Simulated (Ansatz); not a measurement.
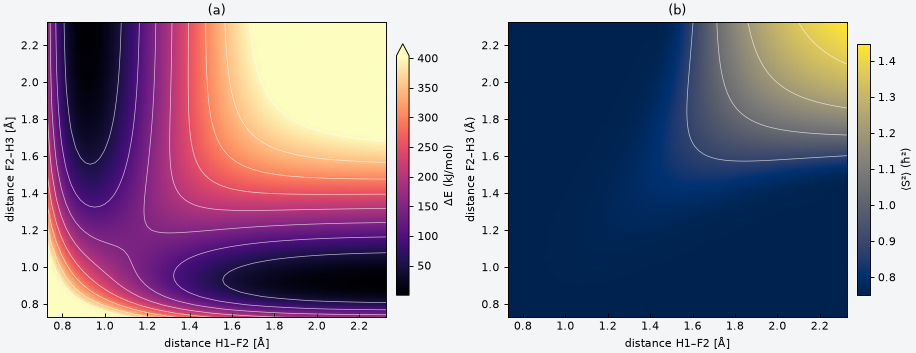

The system H + FH, spin multiplicity 2. 
- The first coordinate is: distance H1–F2; the second: distance F2–H3.
- Nothing is relaxed (the angle H1–F2–H3 is fixed at 180 degrees).
- The scan uses a 17 × 17 grid; 153 points were computed and 136 follow by symmetry.
- Points are written as (first, second).
- Energies are in kJ/mol, from the lowest grid point.
- In part of the range the unrestricted reference is strongly spin-contaminated.
- Level of theory: UKS PBE0-D4/def2-SVPD (Ansatz 0.2.0).

Panel (a) is the energy; panel (b) is the computed ⟨S²⟩, in ħ².

In the figure: a smooth colour map with a few white contour lines, one colour for all values above the top of the scale. Between grid points the surface is interpolated.

How does the ⟨S²⟩ vary over the map, and what is it at the lowest grid point?

Leaving out the highest fifth of the energies, it runs from 0.75 ħ² at (0.728 Å, 2.328 Å) to 0.94 ħ² at (1.711 Å, 1.711 Å). At the lowest grid point, (0.910 Å, 2.328 Å), it is 0.75 ħ². That point lies on the edge of the scan.
